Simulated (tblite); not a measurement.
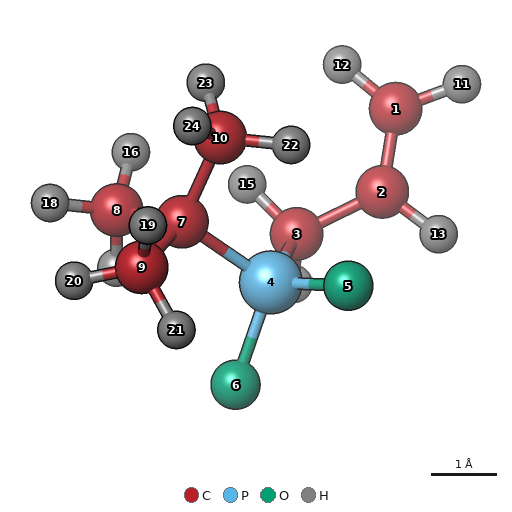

Starting structure of C₇H₁₄O₂P (charge −1). A ball-and-stick model, seen from a free direction.

Level of theory: GFN2-xTB geometry optimisation, gas phase (tblite).

```xyz
24

C     3.3094    0.3814   -0.4125
C     2.6215   -0.2070    0.5582
C     1.4283   -1.0532    0.3443
P    -0.0378   -0.3834    1.1928
O     0.3135    0.7305    2.1594
O    -0.7813   -1.6364    2.0633
C    -1.1979    0.1473   -0.0884
C    -1.2783   -0.9466   -1.1002
C    -2.5667    0.4271    0.4730
C    -0.6425    1.4448   -0.6439
H     4.1821    0.9844   -0.1441
H     3.0073    0.2947   -1.4592
H     2.9624   -0.0848    1.6078
H     1.6118   -2.0841    0.6957
H     1.2315   -1.1144   -0.7500
H    -0.4928   -0.8327   -1.8598
H    -1.1655   -1.9314   -0.5969
H    -2.2650   -0.9490   -1.6233
H    -2.8243    1.5011    0.2846
H    -3.2651   -0.2687   -0.0105
H    -2.5628    0.2426    1.5827
H     0.0846    1.8716    0.0762
H    -0.1788    1.3335   -1.6229
H    -1.5050    2.1524   -0.7187
```

### What does the optimiser find from here?

The atom that moves furthest after the best rigid fit is H11 (1.16 Å). By element the largest moves are H 1.16 Å, O 0.65 Å, C 0.64 Å, P 0.39 Å. Among the contacts that change: P4–O6 1.697 → 1.491 Å, P4–C7 1.808 → 1.890 Å, C3–P4 1.822 → 1.896 Å, C2–H13 1.110 → 1.083 Å. Among the angles between lasting bonds that change: O5–P4–O6 108.5° → 119.1°, P4–C3–H14 109.2° → 98.6°, P4–C7–C9 111.9° → 102.4°. Groups turn about C7–C9 by about 55°, C3–P4 by about 50°, C7–C10 by about 35°. Over 192 geometry steps the energy falls by 1.719 eV. The run took 7.2 s on 1 thread of Intel(R) Xeon(R) Processor @ 2.50GHz (shared host).

Step by step:

| step | E − E(0), eV |
| --- | --- |
| 0 | 0.0000 |
| 1 | -1.1262 |
| 2 | -1.1731 |
| 3 | -1.2207 |
| 4 | -1.2697 |
| 5 | -1.2889 |
| 6 | -1.3088 |
| 7 | -1.3258 |
| 8 | -1.3373 |
| 9 | -1.3432 |
| 10 | -1.3477 |
| 20 | -1.4042 |
| 29 | -1.4856 |
| 39 | -1.5393 |
| 48 | -1.5747 |
| 58 | -1.6186 |
| 67 | -1.6451 |
| 77 | -1.6759 |
| 87 | -1.6887 |
| 96 | -1.6910 |
| 106 | -1.6954 |
| 115 | -1.6988 |
| 125 | -1.7016 |
| 135 | -1.7035 |
| 144 | -1.7054 |
| 154 | -1.7101 |
| 163 | -1.7140 |
| 173 | -1.7163 |
| 182 | -1.7184 |
| 192 | -1.7191 |

Final geometry:

```xyz
24

C     2.9240    0.1761   -0.8849
C     2.3476   -0.0214    0.2924
C     1.4883   -1.1595    0.6404
P    -0.1993   -0.6936    1.3694
O     0.0180    0.2622    2.4915
O    -0.9037   -1.9796    1.6374
C    -1.0734    0.1996   -0.0484
C    -1.0716   -0.6475   -1.3094
C    -2.4909    0.3515    0.4851
C    -0.4642    1.5696   -0.2902
H     3.5182    1.0524   -1.0969
H     2.8091   -0.5240   -1.6995
H     2.4766    0.7020    1.0880
H     1.8976   -1.6942    1.5054
H     1.3714   -1.8664   -0.1812
H    -0.0841   -0.6542   -1.7681
H    -1.3434   -1.6697   -1.0530
H    -1.7891   -0.2644   -2.0403
H    -3.1342    0.9026   -0.2073
H    -2.9169   -0.6333    0.6659
H    -2.4556    0.8782    1.4380
H    -0.3500    2.0796    0.6639
H     0.5179    1.4806   -0.7496
H    -1.1038    2.1731   -0.9410
```

The end point in the same view:

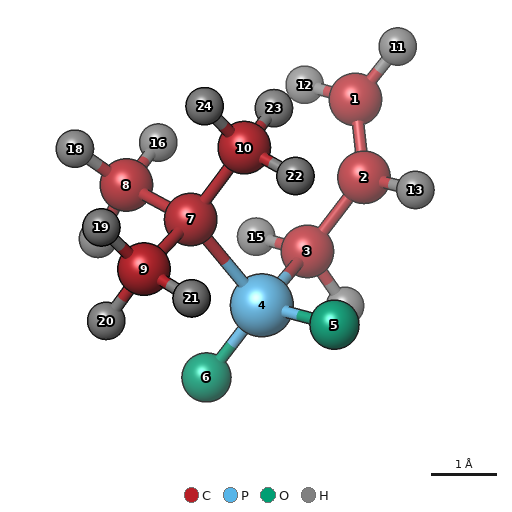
